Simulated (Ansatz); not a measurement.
C4H12BN

Input file:

```
crystal:
  periodic: [false, false, false]
  atoms:
    - {symbol: B, position_ang: [-0.818737, -0.919219, 1.466323]}
    - {symbol: N, position_ang: [-0.271697, -0.768875, 0.202021]}
    - {symbol: C, position_ang: [0.142865, -1.908916, -0.588867]}
    - {symbol: C, position_ang: [0.008650, 0.511253, -0.456404]}
    - {symbol: C, position_ang: [1.452768, 0.936994, -0.223396]}
    - {symbol: C, position_ang: [-0.953584, 1.613051, -0.057056]}
    - {symbol: H, position_ang: [-0.959015, -2.028199, 1.897404]}
    - {symbol: H, position_ang: [-1.139895, 0.034656, 2.109778]}
    - {symbol: H, position_ang: [-0.405370, -1.943938, -1.537125]}
    - {symbol: H, position_ang: [1.211576, -1.866713, -0.824527]}
    - {symbol: H, position_ang: [-0.050748, -2.827158, -0.037643]}
    - {symbol: H, position_ang: [-0.124738, 0.332362, -1.531578]}
    - {symbol: H, position_ang: [2.158071, 0.156239, -0.514908]}
    - {symbol: H, position_ang: [1.689093, 1.833708, -0.801085]}
    - {symbol: H, position_ang: [1.608506, 1.159261, 0.835302]}
    - {symbol: H, position_ang: [-0.786362, 2.486648, -0.691094]}
    - {symbol: H, position_ang: [-0.808391, 1.917306, 0.980263]}
    - {symbol: H, position_ang: [-1.990492, 1.292941, -0.175408]}
basis:
  gaussian: {orbitals: def2-TZVPP}
hamiltonian: {xc: pbe0, dispersion: d4}
output: {orbitals: {seedname: orbitals}}
```

Launched as:

```sh
ansatz run in.yaml --threads 4 --pin off --events-out ev --progress --plain --max-ram 11315MiB
```

Geometry: PBE0-D4/def2-TZVP.

Level of theory: RKS PBE0-D4/def2-TZVPP (Ansatz).

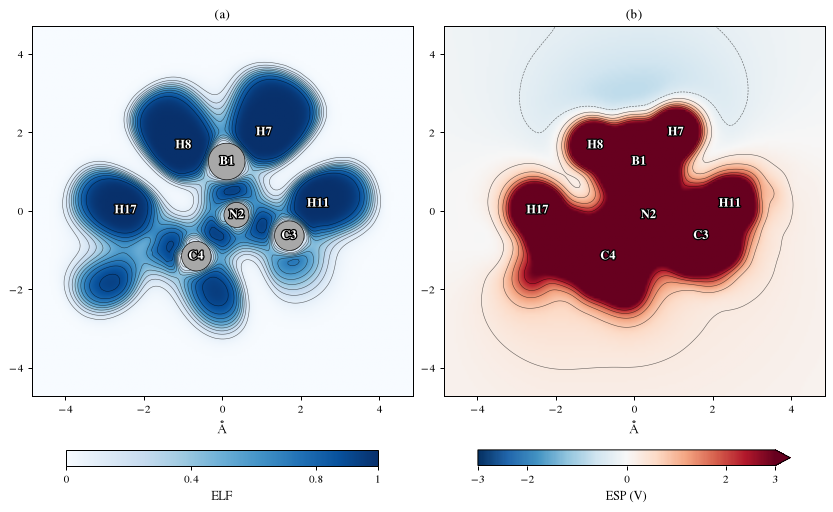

Figure 1. (a) ELF; (b) electrostatic potential on the plane of atoms N2, B1 and H7. Grey discs cover the atomic cores in the ELF map.

What does the map show?

Answer.
- The section cuts through B, N, C and H sites.
- B–N (1.39 Å): the ELF peaks at about 0.95 between the atoms: a short, strongly polar bond.
- C–N (1.45 Å): the ELF peaks at about 0.95 between the atoms; a covalent bond.
- C–H (1.09 Å): the ELF climbs to about 1 towards the hydrogen, as it does in any bond to H; an ordinary covalent bond to hydrogen.
- B–H (1.19 Å): the ELF climbs to about 1 towards the hydrogen: a covalent bond by its length.
- Outside the dense part of the molecule the potential is most negative (−0.8 V) near H7.

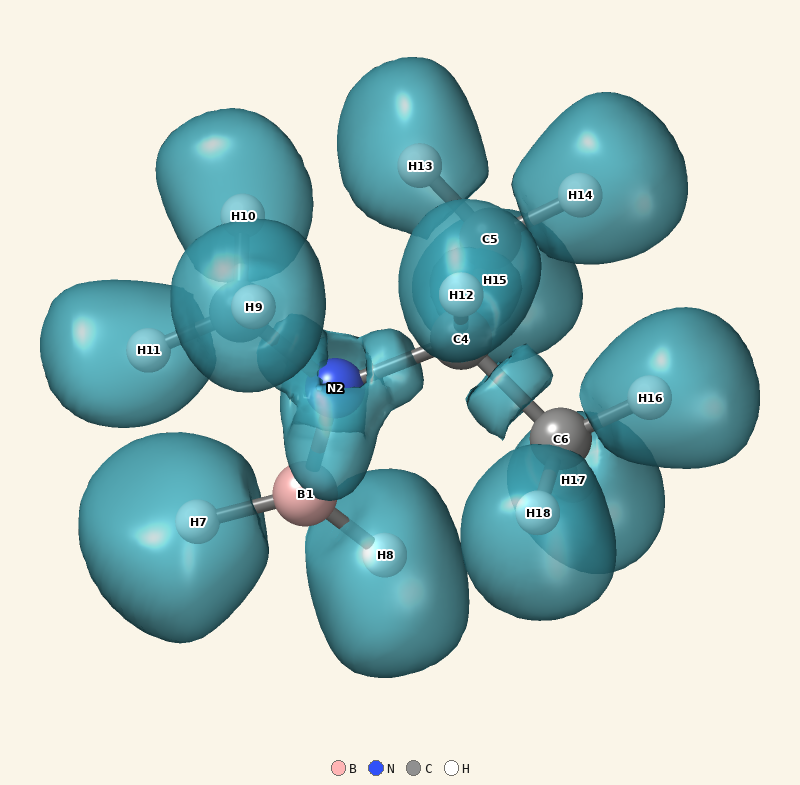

Figure 2. Isosurface of the electron localisation function at 0.75 (cyan), seen across its widest extent. Core shells and regions of very low density are left out.

Identify the bonds, lone pairs and shells in this picture.

Answer. The ELF exceeds this value in two regions between bonded C–C atoms (shared pairs), twelve regions around hydrogen nuclei and one region on N in which the atom's valence shell and bonds are merged.

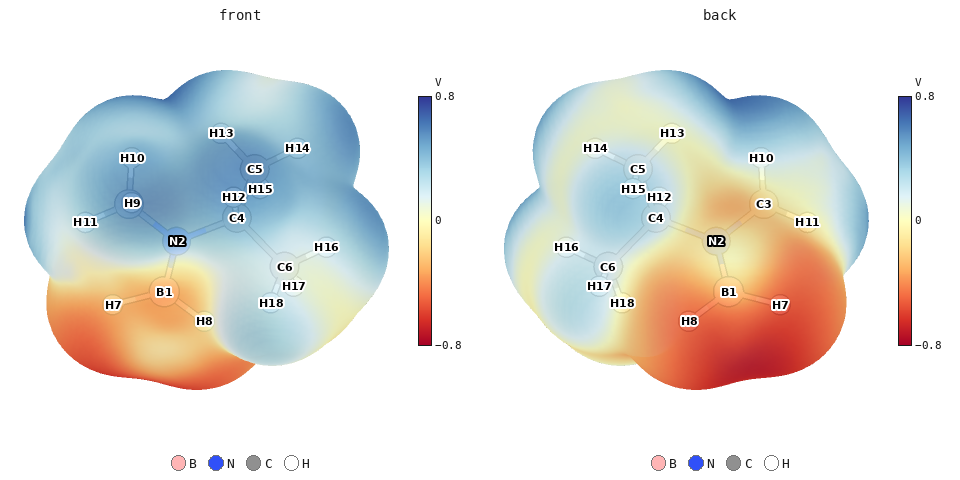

Figure 3. The molecular electrostatic potential painted on the density surface at 0.001 e/bohr³, seen from the front and from behind; the colour scale runs from red (negative) to blue (positive).

Which sites attract a positive test charge, and which a negative one?

Answer. A positive charge is drawn to the negative regions and a negative charge to the positive ones. The most negative region (about −0.7 V) lies over H8, the most positive (about +0.6 V) over H10, H11 and H13.

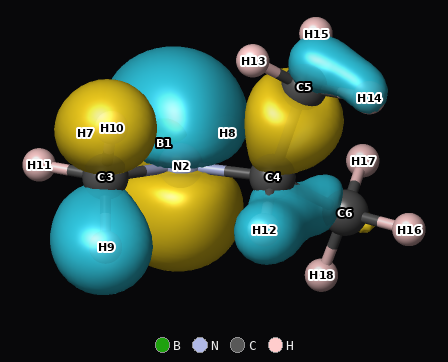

Figure 4. The HOMO at ±0.1 Å⁻³ᐟ² (yellow and cyan are the two phases), seen from one side.

What is the character of this orbital?

Answer. Its weight (Hirshfeld) is mainly on N2 (about 45 %), B1 (about 15 %), C3 (about 10 %) and C4 (about 5 %). Its energy is −7.33 eV.
